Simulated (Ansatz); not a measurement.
Input

```
crystal:
  periodic: [false, false, false]
  atoms:
    - { symbol: W, position_ang: [0.238351, 0.251008, -0.388333] }
    - { symbol: H, position_ang: [0.198096, 0.199679, 2.526981] }
    - { symbol: H, position_ang: [1.383013, -0.642579, 0.402532] }
    - { symbol: H, position_ang: [-0.674255, 1.380341, 0.403084] }
    - { symbol: H, position_ang: [-1.361518, -0.129639, -0.021803] }
    - { symbol: H, position_ang: [-0.109643, -1.350559, -0.001971] }
    - { symbol: H, position_ang: [0.33145, 0.342298, -2.09067] }
    - { symbol: Cl, position_ang: [1.836818, 1.882975, 0.259514] }
    - { symbol: H, position_ang: [0.638789, 0.651077, 2.184766] }
basis:
  gaussian: { orbitals: def2-SVP }
hamiltonian:
  xc: { name: BHLYP }
relax:
  f_tol: 0.03
  max_steps: 50
output:
  orbitals: {}
```

Run with:

```sh
ansatz run input.yaml --threads 1 --pin off --max-ram 2048MiB --backend cpu --events-out ev --progress --plain --runs-dir out
```

The fields are those of the run's last geometry, not of the input's.

Core potentials replace the inner electrons of W.

Theory: Ansatz 0.2.0, RKS BHLYP/def2-SVP.

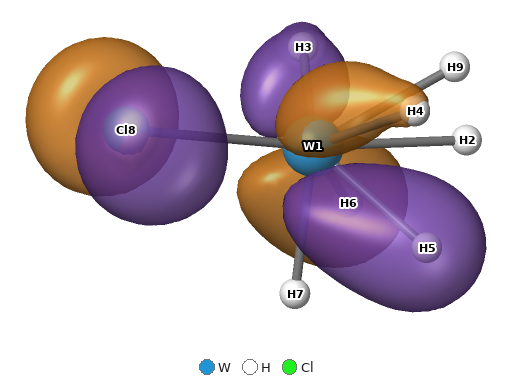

ClH7W. The HOMO−1 at ±0.15 Å⁻³ᐟ² (orange and purple are the two phases), seen at a tilt.

Question: What is the character of this orbital?

Answer: By Hirshfeld shares it lies mainly on Cl8 (about 40 %), W1 (about 30 %), H5 (about 10 %) and H6 (about 10 %). Its energy is −10.35 eV.
